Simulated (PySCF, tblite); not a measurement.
# C6H10B2S: geometry, infrared bands and NMR shifts

Aim: predict the infrared bands and NMR shifts of C6H10B2S (`Bc1cc(CC)sc1B`).

The runs use tblite 0.8.0 and PySCF 2.14.0, with density-fitted response routines of our own; the level of theory stands in each step. All values are computed, except where a source is named. Atoms count from 0, in the outputs and in this text.

**1. The molecule as given**

19 atoms, charge 0, multiplicity 1; geometry from: force field or distance geometry start.

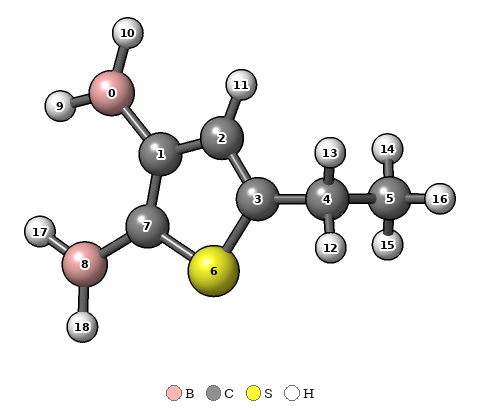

The starting geometry (boron pink, carbon grey, sulfur yellow, hydrogen white), atoms numbered.

**2. Relaxing the molecule with GFN2-xTB**

What the job is given:

```
{"job": {"kind": "relax", "xc": "GFN2-xTB", "basis": "xTB"}, "charge": 0, "multiplicity": 1}
B      2.570000    -0.786300     1.321400
C      1.402400    -0.236200     0.395600
C      0.145900     0.053100     0.925600
C     -0.752000     0.536300    -0.044300
C     -2.192600     0.862100     0.202200
C     -3.067400    -0.379600     0.049900
S      0.023500     0.555900    -1.530300
C      1.513600    -0.006200    -0.968100
B      2.753000    -0.230900    -1.904500
H      3.622700    -1.036300     0.885600
H      2.367500    -0.947900     2.475200
H     -0.137000    -0.076800     1.964800
H     -2.521600     1.630200    -0.532300
H     -2.313400     1.288700     1.210900
H     -2.767700    -1.137400     0.801100
H     -2.966600    -0.802700    -0.957200
H     -4.124600    -0.106000     0.227900
H      3.771100    -0.633900    -1.477700
H      2.663500     0.016200    -3.053100
```

Command:

```
OMP_NUM_THREADS=1 python probes_run.py task.json out
```

This one command runs all jobs of the session in turn.

**Question.** This job is followed by: GFN2-xTB harmonic vibrations, gas phase; GIAO PBE0/pcSseg-1 NMR shielding, non-relativistic, gas phase. What will the session give for the following? strongest single infrared mode (GFN2-xTB); zero-point energy (GFN2-xTB); 13C shifts against TMS (PBE0/pcSseg-1); 1H shifts against TMS (PBE0/pcSseg-1, means over atoms taken as alike); 11B shifts against BF3·OEt2 (PBE0/pcSseg-1); 33S shifts against CS2 (PBE0/pcSseg-1).

The runs gave:

| quantity | value |
| --- | --- |
| strongest single infrared mode (GFN2-xTB) | 1428 cm⁻¹, 251 km/mol |
| zero-point energy (GFN2-xTB) | 89.0 kcal/mol |
| 13C shifts against TMS (PBE0/pcSseg-1) | 177.6, 176.0, 169.0, 146.7, 28.6, 22.9 ppm |
| 1H shifts against TMS (PBE0/pcSseg-1, means over atoms taken as alike) | 7.85, 7.47, 7.14, 3.07, 1.38 ppm |
| 11B shifts against BF3·OEt2 (PBE0/pcSseg-1) | 67.7, 61.2 ppm |
| 33S shifts against CS2 (PBE0/pcSseg-1) | 344 ppm |

Over 26 steps the energy fell by 0.250 eV; of the close pairs, S6–C7 changed most, 1.689 to 1.746 Å. All 51 modes are real, so the xTB geometry is a minimum. The strongest single mode, at 1428 cm⁻¹, moves mainly C7 and C1. Unscaled tight-binding wavenumbers are off by several per cent, some by more. Its intensities can rank the bands wrongly. At PBE0/pcSseg-1: Shielding is most anisotropic at S6 (span 284 ppm, paramagnetic term -900 ppm). NICS(1)zz of -25 ppm above the planar ring from C1 marks a diatropic (aromatic) ring current.
